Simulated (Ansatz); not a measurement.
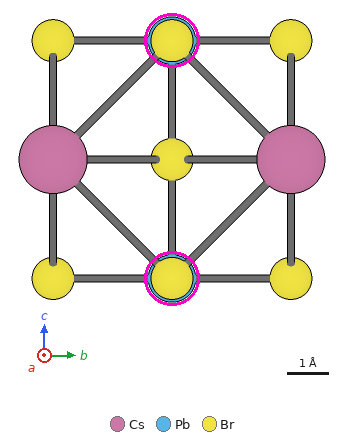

Perfect CsPbBr3. The picture is a ball-and-stick view of the atoms within 5.4 Å of one point, seen along the a axis.

Theory: Ansatz, DFT, PBEsol, PAW, plane waves. (plane-wave cutoff 420 eV; k-point mesh 1 × 1 × 1; mesh shifted by (0.25, 0.25, 0.25); no spin polarisation) Fermi-Dirac smearing of 0.01 eV. The axes drawn are those of the host's conventional cell.

Two lead atoms are replaced by scandium, the two sites 5.9 Å apart at the ringed places, in charge state 0. The supercell has 40 sites, and the atoms are relaxed at the host's cell.

> How do the neighbours respond?

One site: in the host the Pb atom has 6 Br at 2.94 Å; the Sc atom ends with 5 Br at 2.55 to 2.81 Å. The other site: in the host the Pb atom has 6 Br at 2.94 Å; the Sc atom ends with 6 Br at 2.56 to 2.90 Å. Of the host's atoms, a bromine atom moves furthest from its site, by 1.06 Å. The Sc atom itself moves 0.41 Å from where it was put. The Sc atom itself moves 0.20 Å from where it was put.

The relaxed defect, seen from the same direction:

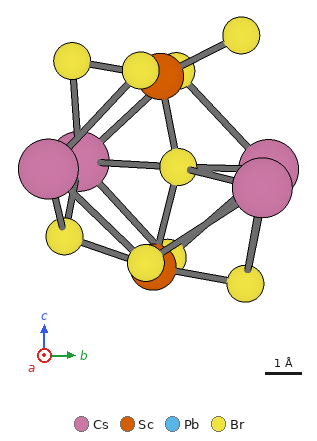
